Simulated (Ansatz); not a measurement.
# BH3Se2: one molecule under many settings

How do the results and run time of BH3Se2 respond when the settings are drawn wide?

The runs use Ansatz 0.2.0, Gaussian basis; the settings change from run to run.

## (1) The molecule

The geometry comes from an earlier relaxation with PBE0-D4 in a triple-zeta def2 set; it is a stationary point.

6 atoms, charge 0, spin multiplicity 1.

Atoms are counted from 1 here; the program's logs count them from 0.

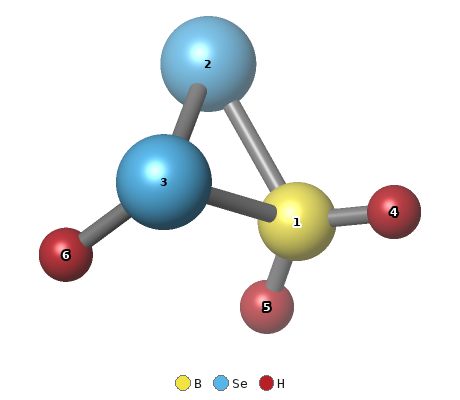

The geometry (boron yellow, selenium blue, hydrogen red); atoms are numbered from 1 in the order of the file.

## (2) B97/6-31G*

Options: atoms shaken by 0.03 Å, finite nuclei.

Contents of in.yaml:

```yaml
crystal:
  periodic: [false, false, false]
  atoms:
    - {symbol: B, position_ang: [-0.413160, 0.215907, -0.723102]}
    - {symbol: Se, position_ang: [-0.225685, -1.695405, -0.082377]}
    - {symbol: Se, position_ang: [0.010854, 0.045201, 1.446436]}
    - {symbol: H, position_ang: [-1.429527, 0.648265, -0.839676]}
    - {symbol: H, position_ang: [0.578908, 0.599483, -1.186156]}
    - {symbol: H, position_ang: [1.455511, 0.186086, 1.388789]}
basis:
  gaussian: {orbitals: "6-31G*", nuclear_model: gaussian}
hamiltonian: {xc: {name: B97}}
output: {forces: true}
```

Launch:

```bash
$ ansatz run in.yaml --threads 2 --pin off --events-out ev --progress --plain --max-ram 4352MiB
```

Log (excerpt; [...] marks lines left out):

```text
Functional definition: B97
  name "B97"
  cite "Becke, J. Chem. Phys. 107, 8554 (1997) doi:10.1063/1.475007"
[...]
      + integral(e_c_pw_opposite_spin*poly(b97_u_opposite, cos0, cos1, cos2))
897 factors; integrals over basis functions are off by at most 8.2e-4 eV
[...]
mean field -131401.63714932 eV, -4828.9210980090 hartree, gradient 7.7e-5 eV, S^2 0.000000; 0 other end points of the search recorded, 0 dependent functions left out
[...]
reference -131401.63716716 eV, -4828.9210986645 hartree; 38, 38 occupied and 53, 53 virtual orbitals, 897 factors
Total energy: -131401.63716716 eV, -4828.9210986645 hartree
Atom 0 at    -0.413160     0.215907    -0.723102 Å, force     1.888477    -0.994312     0.605832 eV/Å
Atom 1 at    -0.225685    -1.695405    -0.082377 Å, force    -0.202856    -0.824611    -0.103388 eV/Å
Atom 2 at     0.010854     0.045201     1.446436 Å, force    -0.749270     0.190677     0.471224 eV/Å
Atom 3 at    -1.429527     0.648265    -0.839676 Å, force    -2.248869     0.948779    -0.336680 eV/Å
Atom 4 at     0.578908     0.599483    -1.186156 Å, force     0.566878     0.562553    -0.555025 eV/Å
Atom 5 at     1.455511     0.186086     1.388789 Å, force     0.745640     0.116914    -0.081963 eV/Å
Dipole moment:     0.214580     0.174517     0.287088 e Å
```

It took 4.2 s on 2 threads of Arm Neoverse V2, shared host.

Largest force 2.464 eV/Å, dipole 1.91 D.

## (3) B2PLYP/def2-SVPD

Set apart from the defaults: multiplicity 3, relativity set to scalar, the search for lower states set to off.

Contents of in.yaml:

```yaml
crystal:
  periodic: [false, false, false]
  atoms:
    - {symbol: B, position_ang: [-0.355904, 0.212085, -0.679409]}
    - {symbol: Se, position_ang: [-0.219492, -1.741189, -0.104890]}
    - {symbol: Se, position_ang: [0.002868, 0.004075, 1.418866]}
    - {symbol: H, position_ang: [-1.459766, 0.635476, -0.829107]}
    - {symbol: H, position_ang: [0.603051, 0.676394, -1.214070]}
    - {symbol: H, position_ang: [1.471344, 0.149160, 1.362410]}
basis:
  gaussian: {orbitals: def2-SVPD}
magnetization: {spin_polarized: true, initial_magnetization: 2}
hamiltonian: {xc: {name: B2PLYP}, pseudopotentials: {relativity: scalar}}
scf: {lower_state_search: off}
```

Same command.

Log (excerpt; [...] marks lines left out):

```text
Functional definition: B2PLYP
  name "B2PLYP"
  cite "Grimme, J. Chem. Phys. 124, 034108 (2006) doi:10.1063/1.2148954"
  cite "Becke, Phys. Rev. A 38, 3098 (1988) doi:10.1103/PhysRevA.38.3098"
  cite "Lee, Yang & Parr, Phys. Rev. B 37, 785 (1988) doi:10.1103/PhysRevB.37.785"
[...]
1218 factors; integrals over basis functions are off by at most 1.1e-3 eV
[...]
mean field -132572.62371029 eV, -4871.9540604013 hartree, gradient 5.6e-6 eV, S^2 2.009283; 0 other end points of the search recorded, 0 dependent functions left out
19 core orbitals not correlated: weight in the atoms' cores, before any rotation towards them, 1.000 or more for the frozen orbitals, at most 0.000 for the correlated occupied ones
reference -132572.62387467 eV, -4871.9540664421 hartree; 20, 18 occupied and 87, 89 virtual orbitals, 1218 factors
second order -18.76801872 eV of doubles, -0.00000000 eV of singles
Total energy: -132577.69123972 eV, -4872.1402886731 hartree
Relativity: scalar
Checks for a lower state left out: stability, starts, cluster_reference, orbital_swaps, neighbouring_geometries, increment
```

It took 4.7 s on 2 threads of Arm Neoverse V2, shared host; peak memory 0.4 GiB.

⟨S²⟩ 2.009.

## (4) B97/cc-pVTZ-DK

Options: a grid of angular degree 23.

in.yaml: that of step 3 with these lines changed.

```diff
@@ -10,5 +10,4 @@
 basis:
-  gaussian: {orbitals: def2-SVPD}
-magnetization: {spin_polarized: true, initial_magnetization: 2}
-hamiltonian: {xc: {name: B2PLYP}, pseudopotentials: {relativity: scalar}}
-scf: {lower_state_search: off}
+  gaussian: {orbitals: cc-pVTZ-DK, final_grid: {core_spheres: 8, valence_spheres: 7, degree: 23}}
+hamiltonian: {xc: {name: B97}}
+output: {forces: true}
```

Same command.

Log (excerpt; [...] marks lines left out):

```text
Functional definition: B97
  name "B97"
  cite "Becke, J. Chem. Phys. 107, 8554 (1997) doi:10.1063/1.475007"
[...]
      + integral(e_c_pw_opposite_spin*poly(b97_u_opposite, cos0, cos1, cos2))
1213 factors; their error is unknown
[...]
mean field -132960.69216770 eV, -4886.2153131689 hartree, gradient 2.8e-5 eV, S^2 0.000000; 0 other end points of the search recorded, 0 dependent functions left out
[...]
reference -132960.69218859 eV, -4886.2153139366 hartree; 38, 38 occupied and 120, 120 virtual orbitals, 1213 factors
Total energy: -132960.69218859 eV, -4886.2153139366 hartree
Relativity: scalar
Atom 0 at    -0.355904     0.212085    -0.679409 Å, force    -0.045261     0.199641    -0.288515 eV/Å
Atom 1 at    -0.219492    -1.741189    -0.104890 Å, force    -0.026419    -0.373045    -0.148947 eV/Å
Atom 2 at     0.002868     0.004075     1.418866 Å, force     0.031335     0.181174     0.416827 eV/Å
Atom 3 at    -1.459766     0.635476    -0.829107 Å, force     0.056473    -0.008540    -0.002847 eV/Å
Atom 4 at     0.603051     0.676394    -1.214070 Å, force    -0.059352    -0.015860     0.015171 eV/Å
Atom 5 at     1.471344     0.149160     1.362410 Å, force     0.043223     0.016631     0.008310 eV/Å
Dipole moment:     0.191481     0.112194     0.352530 e Å
```

Wall time 3.8 s (2 threads of Arm Neoverse V2, shared host); peak memory 0.42 GiB.

Largest force 0.456 eV/Å, dipole 2.00 D.

## (5) RPBE/def2-SVP

This run has atoms shaken by 0.15 Å, D3(BJ) with three-body dispersion.

Contents of in.yaml:

```yaml
crystal:
  periodic: [false, false, false]
  atoms:
    - {symbol: B, position_ang: [-0.233042, 0.190498, -0.503051]}
    - {symbol: Se, position_ang: [-0.267262, -1.790391, -0.174893]}
    - {symbol: Se, position_ang: [0.154623, 0.182186, 1.545567]}
    - {symbol: H, position_ang: [-1.364922, 0.460776, -1.087997]}
    - {symbol: H, position_ang: [0.554640, 0.996798, -1.160192]}
    - {symbol: H, position_ang: [1.283468, 0.219688, 1.163622]}
basis:
  gaussian: {orbitals: def2-SVP}
hamiltonian: {xc: {name: RPBE}, dispersion: d3bjatm}
output: {forces: true}
```

Launched as before.

Log (excerpt; [...] marks lines left out):

```text
Functional definition: RPBE
  name "RPBE"
  cite "Hammer, Hansen & Nørskov, Phys. Rev. B 59, 7413 (1999) doi:10.1103/PhysRevB.59.7413"
  cite "Perdew, Burke & Ernzerhof, Phys. Rev. Lett. 77, 3865 (1996) doi:10.1103/PhysRevLett.77.3865"
[...]
1020 factors; their error is unknown
[...]
mean field -131398.46433037 eV, -4828.8044990632 hartree, gradient 3.4e-5 eV, S^2 0.000000; 1 other end points of the search recorded, 0 dependent functions left out
[...]
reference -131398.46435965 eV, -4828.8045001392 hartree; 38, 38 occupied and 55, 55 virtual orbitals, 1020 factors
Total energy: -131399.64811715 eV, -4828.8480024249 hartree
Atom 0 at    -0.233042     0.190498    -0.503051 Å, force    -1.519867     1.973256    -3.206035 eV/Å
Atom 1 at    -0.267262    -1.790391    -0.174893 Å, force     1.011497     0.768170     1.560038 eV/Å
Atom 2 at     0.154623     0.182186     1.545567 Å, force   -12.619797    -1.830077     2.900950 eV/Å
Atom 3 at    -1.364922     0.460776    -1.087997 Å, force     0.683260     0.064973     1.414189 eV/Å
Atom 4 at     0.554640     0.996798    -1.160192 Å, force     0.050418    -1.342207     0.986783 eV/Å
Atom 5 at     1.283468     0.219688     1.163622 Å, force    12.394489     0.365885    -3.655925 eV/Å
Dipole moment:     0.244617     0.049370     0.452059 e Å
```

Run time: 1.4 s. Hardware: 2 threads of Arm Neoverse V2, shared host.

Largest force 13.078 eV/Å, dipole 2.48 D.

## (6) HSE06/def2-mTZVP

Set apart from the defaults: atoms shaken by 0.08 Å, D3(BJ) dispersion.

Contents of in.yaml:

```yaml
crystal:
  periodic: [false, false, false]
  atoms:
    - {symbol: B, position_ang: [-0.346935, 0.176749, -0.592586]}
    - {symbol: Se, position_ang: [-0.072428, -1.669911, -0.027232]}
    - {symbol: Se, position_ang: [-0.070233, 0.072452, 1.515132]}
    - {symbol: H, position_ang: [-1.507048, 0.712706, -0.872367]}
    - {symbol: H, position_ang: [0.483323, 0.538776, -1.213831]}
    - {symbol: H, position_ang: [1.524374, 0.173794, 1.408857]}
basis:
  gaussian: {orbitals: def2-mTZVP}
hamiltonian: {xc: {name: HSE06}, dispersion: d3bj}
output: {forces: true}
```

Same command.

Log (excerpt; [...] marks lines left out):

```text
Functional definition: HSE06
  name "HSE06"
  cite "Heyd, Scuseria & Ernzerhof, J. Chem. Phys. 118, 8207 (2003) doi:10.1063/1.1564060"
  cite "Krukau, Vydrov, Izmaylov & Scuseria, J. Chem. Phys. 125, 224106 (2006) doi:10.1063/1.2404663"
  cite "Heyd & Scuseria, J. Chem. Phys. 120, 7274 (2004) doi:10.1063/1.1668634"
  cite "Ernzerhof & Perdew, J. Chem. Phys. 109, 3313 (1998) doi:10.1063/1.476928"
  cite "Perdew, Burke & Ernzerhof, Phys. Rev. Lett. 77, 3865 (1996) doi:10.1103/PhysRevLett.77.3865"
  parent pbe
[...]
  # The whole range is PBE's own exchange, as in plane waves. The composition of these papers is wPBEh.
[...]
936 factors; integrals over basis functions are off by at most 8.8e-4 eV
86 factors; integrals over basis functions are off by at most 4.5e-7 eV
[...]
mean field -131407.66199253 eV, -4829.1425069131 hartree, gradient 6.2e-5 eV, S^2 0.000000; 0 other end points of the search recorded, 0 dependent functions left out
[...]
reference -131407.66202857 eV, -4829.1425082375 hartree; 38, 38 occupied and 62, 62 virtual orbitals, 936 factors
Total energy: -131407.77698438 eV, -4829.1467327854 hartree
Atom 0 at    -0.346935     0.176749    -0.592586 Å, force    -3.840600     0.934633    -0.053920 eV/Å
Atom 1 at    -0.072428    -1.669911    -0.027232 Å, force    -0.513459    -1.597272     0.296535 eV/Å
Atom 2 at    -0.070233     0.072452     1.515132 Å, force     2.369208     0.227962    -0.210183 eV/Å
Atom 3 at    -1.507048     0.712706    -0.872367 Å, force     1.524313    -1.099488     0.691802 eV/Å
Atom 4 at     0.483323     0.538776    -1.213831 Å, force     2.330753     1.348320    -1.172238 eV/Å
Atom 5 at     1.524374     0.173794     1.408857 Å, force    -1.870214     0.185846     0.448004 eV/Å
Dipole moment:     0.251748     0.126632     0.422048 e Å
```

Run time: 2.5 s. Hardware: 2 threads of Arm Neoverse V2, shared host.

Largest force 3.953 eV/Å, dipole 2.44 D.

## (7) SPW92/6-31G

This run has relativity set to none.

Contents of in.yaml:

```yaml
crystal:
  periodic: [false, false, false]
  atoms:
    - {symbol: B, position_ang: [-0.355904, 0.212085, -0.679409]}
    - {symbol: Se, position_ang: [-0.219492, -1.741189, -0.104890]}
    - {symbol: Se, position_ang: [0.002868, 0.004075, 1.418866]}
    - {symbol: H, position_ang: [-1.459766, 0.635476, -0.829107]}
    - {symbol: H, position_ang: [0.603051, 0.676394, -1.214070]}
    - {symbol: H, position_ang: [1.471344, 0.149160, 1.362410]}
basis:
  gaussian: {orbitals: 6-31G}
hamiltonian: {xc: {name: SPW92}, pseudopotentials: {relativity: none}}
output: {forces: true}
```

Launched as before.

Log (excerpt; [...] marks lines left out):

```text
Functional definition: SPW92
  name "SPW92"
  cite "Dirac, Proc. Camb. Phil. Soc. 26, 376 (1930) doi:10.1017/S0305004100016108"
  cite "Slater, Phys. Rev. 81, 385 (1951) doi:10.1103/PhysRev.81.385"
  cite "Perdew & Wang, Phys. Rev. B 45, 13244 (1992) doi:10.1103/PhysRevB.45.13244"
[...]
962 factors; their error is unknown
[...]
mean field -131209.44641574 eV, -4821.8582188214 hartree, gradient 3.1e-5 eV, S^2 0.000000; 0 other end points of the search recorded, 0 dependent functions left out
[...]
reference -131209.44644346 eV, -4821.8582198401 hartree; 38, 38 occupied and 35, 35 virtual orbitals, 962 factors
Total energy: -131209.44644346 eV, -4821.8582198401 hartree
Atom 0 at    -0.355904     0.212085    -0.679409 Å, force    -0.081041     0.268655    -0.126875 eV/Å
Atom 1 at    -0.219492    -1.741189    -0.104890 Å, force    -0.223515    -1.496888    -0.978730 eV/Å
Atom 2 at     0.002868     0.004075     1.418866 Å, force    -0.408573     1.013297     1.155230 eV/Å
Atom 3 at    -1.459766     0.635476    -0.829107 Å, force    -0.150655     0.013598    -0.037420 eV/Å
Atom 4 at     0.603051     0.676394    -1.214070 Å, force     0.171057     0.021438    -0.068925 eV/Å
Atom 5 at     1.471344     0.149160     1.362410 Å, force     0.692726     0.179901     0.056720 eV/Å
Dipole moment:     0.292525     0.163792     0.380691 e Å
```

Run time: 0.65 s. Hardware: 2 threads of Arm Neoverse V2, shared host.

Largest force 1.802 eV/Å, dipole 2.44 D.

## (8) r2SCAN0/aug-pcseg-2

Set apart from the defaults: a grid of angular degree 11, the search for lower states set to off.

in.yaml: that of step 7 with these lines changed.

```diff
@@ -10,4 +10,5 @@
 basis:
-  gaussian: {orbitals: 6-31G}
-hamiltonian: {xc: {name: SPW92}, pseudopotentials: {relativity: none}}
+  gaussian: {orbitals: aug-pcseg-2, final_grid: {core_spheres: 5, valence_spheres: 4, degree: 11}}
+hamiltonian: {xc: {name: r2SCAN0}}
+scf: {lower_state_search: off}
 output: {forces: true}
```

Launched as before.

Log (excerpt; [...] marks lines left out):

```text
Functional definition: r2SCAN0
  name "r2SCAN0"
  cite "Bursch, Neugebauer, Ehlert & Grimme, J. Chem. Phys. 156, 134105 (2022) doi:10.1063/5.0086040"
  cite "Furness, Kaplan, Ning, Perdew & Sun, J. Phys. Chem. Lett. 11, 8208 (2020) doi:10.1021/acs.jpclett.0c02405"
  cite "Furness, Kaplan, Ning, Perdew & Sun, J. Phys. Chem. Lett. 11, 9248 (2020) doi:10.1021/acs.jpclett.0c03077"
  parent r2scan
[...]
1293 factors; their error is unknown
[...]
mean field -131425.34856986 eV, -4829.7924766416 hartree, gradient 6.1e-6 eV, S^2 0.000000; 0 other end points of the search recorded, 0 dependent functions left out
[...]
reference -131425.34858445 eV, -4829.7924771778 hartree; 38, 38 occupied and 195, 195 virtual orbitals, 1293 factors
Total energy: -131425.34858445 eV, -4829.7924771778 hartree
Atom 0 at    -0.355904     0.212085    -0.679409 Å, force    -0.053407     0.190948    -0.280878 eV/Å
Atom 1 at    -0.219492    -1.741189    -0.104890 Å, force     0.001063     0.190677     0.128816 eV/Å
Atom 2 at     0.002868     0.004075     1.418866 Å, force     0.202963    -0.166443    -0.050807 eV/Å
Atom 3 at    -1.459766     0.635476    -0.829107 Å, force     0.178911    -0.104439     0.056957 eV/Å
Atom 4 at     0.603051     0.676394    -1.214070 Å, force    -0.142183    -0.112866     0.126566 eV/Å
Atom 5 at     1.471344     0.149160     1.362410 Å, force    -0.187346     0.002123     0.019346 eV/Å
Dipole moment:     0.207254     0.129482     0.337684 e Å
Checks for a lower state left out: stability, starts, cluster_reference, orbital_swaps, neighbouring_geometries, increment
```

Run time: 7 s. Hardware: 2 threads of Arm Neoverse V2, shared host; peak memory 0.67 GiB.

Largest force 0.344 eV/Å, dipole 2.00 D.

## (9) B3LYP/def2-TZVPD

This run has charge -1, multiplicity 2, restricted open-shell orbitals, atoms shaken by 0.08 Å, D3(BJ) with three-body dispersion.

Contents of in.yaml:

```yaml
crystal:
  periodic: [false, false, false]
  atoms:
    - {symbol: B, position_ang: [-0.345738, 0.386343, -0.670772]}
    - {symbol: Se, position_ang: [-0.185341, -1.743530, -0.213853]}
    - {symbol: Se, position_ang: [0.178625, 0.159110, 1.444681]}
    - {symbol: H, position_ang: [-1.356155, 0.658272, -0.839245]}
    - {symbol: H, position_ang: [0.557050, 0.747969, -1.163550]}
    - {symbol: H, position_ang: [1.373676, 0.181742, 1.472496]}
basis:
  gaussian: {orbitals: def2-TZVPD}
total_charge: -1
magnetization: {spin_polarized: false, initial_magnetization: 1}
hamiltonian: {xc: {name: B3LYP}, dispersion: d3bjatm}
output: {forces: true}
```

The command is unchanged.

Log (excerpt; [...] marks lines left out):

```text
Functional definition: B3LYP
  name "B3LYP"
  cite "Stephens, Devlin, Chabalowski & Frisch, J. Phys. Chem. 98, 11623 (1994) doi:10.1021/j100096a001"
  cite "Becke, Phys. Rev. A 38, 3098 (1988) doi:10.1103/PhysRevA.38.3098"
  cite "Lee, Yang & Parr, Phys. Rev. B 37, 785 (1988) doi:10.1103/PhysRevB.37.785"
  cite "Vosko, Wilk & Nusair, Can. J. Phys. 58, 1200 (1980) doi:10.1139/p80-159"
[...]
1206 factors; their error is unknown
[...]
mean field -131426.40889917 eV, -4829.8314430251 hartree, gradient 5.3e-5 eV, S^2 0.750000; 0 other end points of the search recorded, 0 dependent functions left out
[...]
reference -131426.40913905 eV, -4829.8314518403 hartree; 39, 38 occupied and 139, 140 virtual orbitals, 1206 factors
Total energy: -131426.70696731 eV, -4829.8423968269 hartree
Atom 0 at    -0.345738     0.386343    -0.670772 Å, force     2.321807    -3.789329     2.818648 eV/Å
Atom 1 at    -0.185341    -1.743530    -0.213853 Å, force    -0.325301    -0.762517    -1.722587 eV/Å
Atom 2 at     0.178625     0.159110     1.444681 Å, force   -12.292903     1.613174     1.144115 eV/Å
Atom 3 at    -1.356155     0.658272    -0.839245 Å, force    -4.023386     1.460748    -0.473798 eV/Å
Atom 4 at     0.557050     0.747969    -1.163550 Å, force     2.336092     1.229127    -1.582110 eV/Å
Atom 5 at     1.373676     0.181742     1.472496 Å, force    11.983691     0.248796    -0.184269 eV/Å
Dipole moment:     0.196460     0.174207     0.375216 e Å
```

Run time: 9.5 s. Hardware: 2 threads of Arm Neoverse V2, shared host; peak memory 0.62 GiB.

Largest force 12.451 eV/Å.

## (10) PBE0-DH/cc-pVDZ

Set apart from the defaults: density fitting with cc-pVTZ-jkfit.

Contents of in.yaml:

```yaml
crystal:
  periodic: [false, false, false]
  atoms:
    - {symbol: B, position_ang: [-0.355904, 0.212085, -0.679409]}
    - {symbol: Se, position_ang: [-0.219492, -1.741189, -0.104890]}
    - {symbol: Se, position_ang: [0.002868, 0.004075, 1.418866]}
    - {symbol: H, position_ang: [-1.459766, 0.635476, -0.829107]}
    - {symbol: H, position_ang: [0.603051, 0.676394, -1.214070]}
    - {symbol: H, position_ang: [1.471344, 0.149160, 1.362410]}
basis:
  gaussian: {orbitals: cc-pVDZ, fitting: {mean_field: cc-pVTZ-jkfit}}
hamiltonian: {xc: {name: PBE0-DH}}
output: {forces: true}
```

The command is unchanged.

Log (excerpt; [...] marks lines left out):

```text
Functional definition: PBE0-DH
  name "PBE0-DH"
  cite "Brémond & Adamo, J. Chem. Phys. 135, 024106 (2011) doi:10.1063/1.3604569"
  cite "Perdew, Burke & Ernzerhof, Phys. Rev. Lett. 77, 3865 (1996) doi:10.1103/PhysRevLett.77.3865"
[...]
583 factors; integrals over basis functions are off by at most 4.0e-2 eV
[...]
mean field -131399.06519369 eV, -4828.8265803828 hartree, gradient 2.1e-6 eV, S^2 0.000000; 0 other end points of the search recorded, 0 dependent functions left out
19 core orbitals not correlated: weight in the atoms' cores, before any rotation towards them, 1.000 or more for the frozen orbitals, at most 0.000 for the correlated occupied ones
reference -131399.06520792 eV, -4828.8265809056 hartree; 19, 19 occupied and 45, 45 virtual orbitals, 583 factors
second order -12.62938376 eV of doubles, -0.00000000 eV of singles
[...]
Total energy: -131400.64388089 eV, -4828.8845960672 hartree
Atom 0 at    -0.355904     0.212085    -0.679409 Å, force     0.014556    -0.198110     0.109767 eV/Å
Atom 1 at    -0.219492    -1.741189    -0.104890 Å, force    -0.008658     0.008563    -0.055151 eV/Å
Atom 2 at     0.002868     0.004075     1.418866 Å, force     0.097265     0.056314     0.042695 eV/Å
Atom 3 at    -1.459766     0.635476    -0.829107 Å, force    -0.181310     0.067630    -0.022904 eV/Å
Atom 4 at     0.603051     0.676394    -1.214070 Å, force     0.161338     0.076621    -0.084089 eV/Å
Atom 5 at     1.471344     0.149160     1.362410 Å, force    -0.083191    -0.011018     0.009683 eV/Å
Dipole moment:     0.236914     0.139969     0.352869 e Å
```

It took 3.7 s on 2 threads of Arm Neoverse V2, shared host.

Largest force 0.227 eV/Å, dipole 2.15 D.

## (11) All runs side by side

| level | charge | multiplicity | geometry | functions | energy (eV) | time |
| --- | --- | --- | --- | --- | --- | --- |
| B97/6-31G* | 0 | 1 | shaken | 91 | -131401.637 | 4.2 s |
| B2PLYP/def2-SVPD | 0 | 3 | relaxed | 126 | -132577.691 | 4.7 s |
| B97/cc-pVTZ-DK | 0 | 1 | relaxed | 158 | -132960.692 | 3.8 s |
| RPBE/def2-SVP | 0 | 1 | shaken | 93 | -131399.648 | 1.4 s |
| HSE06/def2-mTZVP | 0 | 1 | shaken | 100 | -131407.777 | 2.5 s |
| SPW92/6-31G | 0 | 1 | relaxed | 73 | -131209.446 | 0.65 s |
| r2SCAN0/aug-pcseg-2 | 0 | 1 | relaxed | 233 | -131425.349 | 7 s |
| B3LYP/def2-TZVPD | -1 | 2 | shaken | 178 | -131426.707 | 9.5 s |
| PBE0-DH/cc-pVDZ | 0 | 1 | relaxed | 83 | -131400.644 | 3.7 s |

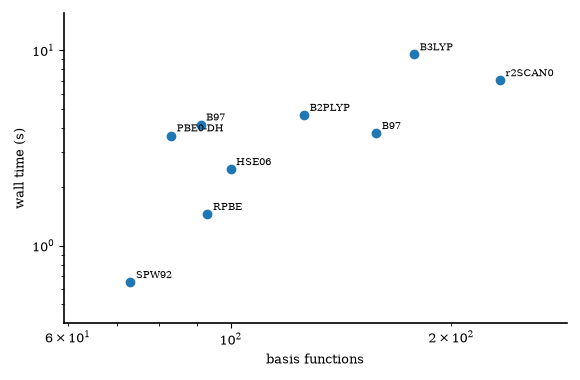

Wall time against the number of basis functions (shared host).

## (12) Outcome

```
                                         quantity                    value
                                             runs                        9
                                         quickest      SPW92/6-31G, 0.65 s
                                          slowest  B3LYP/def2-TZVPD, 9.5 s
spread of total energies, same state and geometry                1751.2 eV
                  dipole, same state and geometry           2.00 to 2.44 D
```

Run time spans a factor of 15, from SPW92/6-31G to B3LYP/def2-TZVPD. The jobs differ in tasks and options as well as level. The totals spread over 1751 eV; they can't be compared across methods or bases. Some of these runs are scalar-relativistic and others not, which shifts the totals of all-electron atoms past neon by eV; core potentials, where a basis has them, take the core out of the total altogether. At the PBE0-D4/def2-TZVP geometry and in the same state, runs without warnings or point charges leave forces up to 1.80 eV/Å (SPW92/6-31G), against 13.1 eV/Å where the atoms were moved. At that geometry and state the dipole changes by 22 % between the lowest and highest value.
